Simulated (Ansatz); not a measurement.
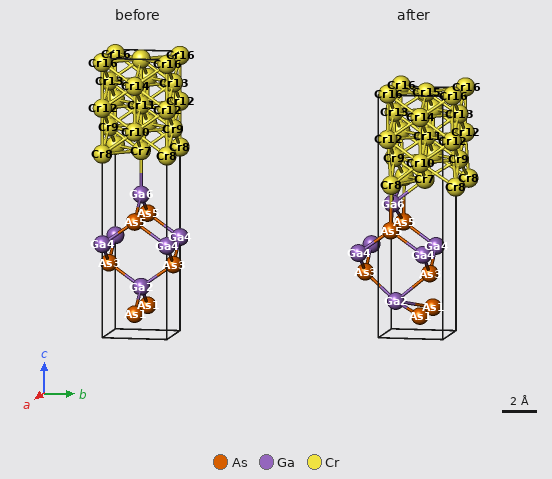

The structure of an interface cell of composition Cr10Ga3As3 before (left) and after (right) a relaxation, at one scale.

The picture is a ball-and-stick view of the cell of the calculation (origin shifted), seen slightly off an axis.

Case: film shifted by (0, 0) in the plane.

The calculation used Ansatz, DFT LDA, scalar-relativistic, plane waves, PAW. Set-up: plane-wave cutoff 420 eV; k-point mesh 9 × 9 × 2; occupations gaussian; smearing width 0.1 eV; no spin polarisation; cell relaxed at fixed a, b, gamma, alpha, beta; force threshold 0.02 eV/Å; at most 70 steps.

Q: What changed between the two?

A: The run was cut off at its time limit before the relaxation converged, so the last structure is only a point on the way. Ga6 moves most relative to the cell: 1.60 Å in a general direction near −b. By element the largest moves are Ga 1.60 Å, As 1.28 Å, Cr 0.89 Å. The drawn cell changes as follows: a = b unchanged at 3.962 Å, c 16.978 → 14.765 Å (−13.0 %); the volume changes by −13.0 %. Among the contacts that change: Ga6–Cr7 4.778 → 2.497 Å, Ga2–Cr15 5.059 → 2.905 Å, As5–Cr8 4.527 → 2.762 Å, As1–Ga2 4.646 → 2.933 Å. New bonds form: As5–Cr8 (4.53 → 2.76 Å), Ga6–Cr7 (4.78 → 2.50 Å), Ga6–Cr8 (3.87 → 2.44 Å). Among the angles between lasting bonds that change: As1–Ga2–As3 109.5° → 67.4°, As5–Ga6–Cr7 125.3° → 104.6°, As1–Ga2–As3 109.5° → 129.7°. The energy falls by 2.105 eV per cell of the calculation in 20 geometry steps. Largest force component: 1.9 eV/Å at the start, 0.46 eV/Å at the end. The pressure goes from −7.52 to 0.49 GPa. The run took 40 min on 4 threads of Arm Neoverse V1 (shared host), peak memory 1.8 GiB.
